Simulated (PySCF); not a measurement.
```xyz
15

C     1.5476   -0.4605   -0.4209
C     0.5629    0.6367   -0.3489
P    -0.4361    0.9656    1.6106
C    -0.8439    0.4791   -0.2553
C    -1.5322   -0.8534   -0.3317
H     2.4951   -0.1908    0.0423
H     1.7622   -0.6185   -1.4831
H     1.1870   -1.4024   -0.0165
H     0.9429    1.6112   -0.6409
H     0.3948    2.0824    1.5610
H     0.5127    0.0284    2.0100
H    -1.4513    1.3022   -0.6353
H    -1.5818   -1.1597   -1.3763
H    -2.5514   -0.7805    0.0402
H    -1.0128   -1.6319    0.2227
```

Geometry: GFN2-xTB.

All numbers below come from CAM-B3LYP/def2-SVPD, SCF density, gas phase in PySCF.

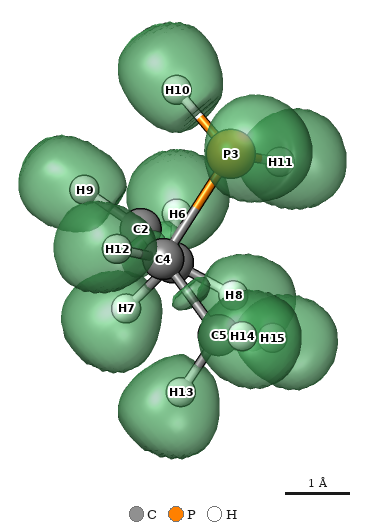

C4H10P (charge +1). Isosurface of the ELF at 0.9 (green), seen at an oblique angle. Only the valence region is drawn (cores and ρ < 0.01 e/Å³ removed).

> Where are the electrons localised?

The surface consists of three regions between bonded C–C atoms (shared pairs), ten regions around hydrogen nuclei and one lobe on P, pointing away from the bonds (lone pairs). Profiles from the grid: C–C (1.42 Å): the ELF peaks at about 0.95 between the atoms: a covalent bond. C–P (1.97 Å): the ELF peaks at about 0.85 between the atoms (a shared electron pair).
